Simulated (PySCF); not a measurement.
C5H8OSSe, SMILES `O=CC[Se]C1CCS1`.

Method: r2SCAN/def2-SVP; geometry: GFN2-xTB; program: PySCF. No frequency check shows the geometry to be a minimum. GFN2-xTB bond lengths at metals and heavier atoms can be off by up to 0.1 Å and shapes distorted, which carries into these values.

Geometry (Å), atoms numbered from 1:

```
O1      -4.1292   -0.1617   -0.0321
C2      -3.0327   -0.5525    0.2467
C3      -1.8431   -0.4873   -0.6520
Se4     -0.4713    0.6407    0.2369
C5       1.1000   -0.1963   -0.6899
C6       1.5686   -1.5087   -0.0679
C7       2.7217   -0.8923    0.7203
S8       2.6547    0.6470   -0.2727
H9      -2.8067   -0.9929    1.2388
H10     -1.3910   -1.4751   -0.7564
H11     -2.0910   -0.0603   -1.6244
H12      0.8754   -0.1971   -1.7567
H13      1.9279   -2.1960   -0.8344
H14      0.8243   -2.0212    0.5449
H15      2.4774   -0.6750    1.7583
H16      3.6797   -1.3995    0.6518
```

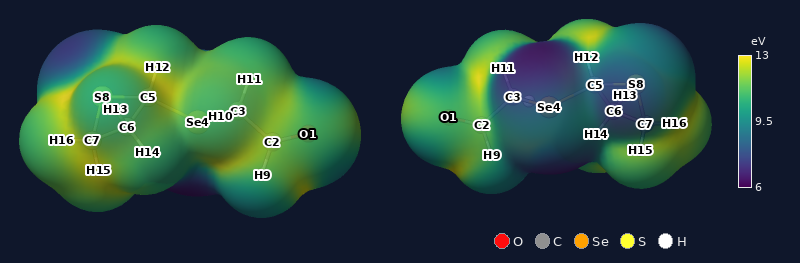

Average local ionisation energy on the surface of electron density 0.001 a.u. (back view left, front view right).

Question: Locate the minima of the map.

Answer: The lowest value is 6.5 eV, 2.4 Å from Se4. Further minima include 6.5 eV, near Se4 (2.41 Å), H9 (2.51 Å) and H14 (2.55 Å); 7.3 eV, 2.2 Å from S8; 9.1 eV, 1.8 Å from O1. For comparison, the highest occupied orbital lies at −5.6 eV.

Question: What volume does the surface enclose, and what is the dipole moment?

Answer: About 184 Å³; the dipole moment is 4.2 D.
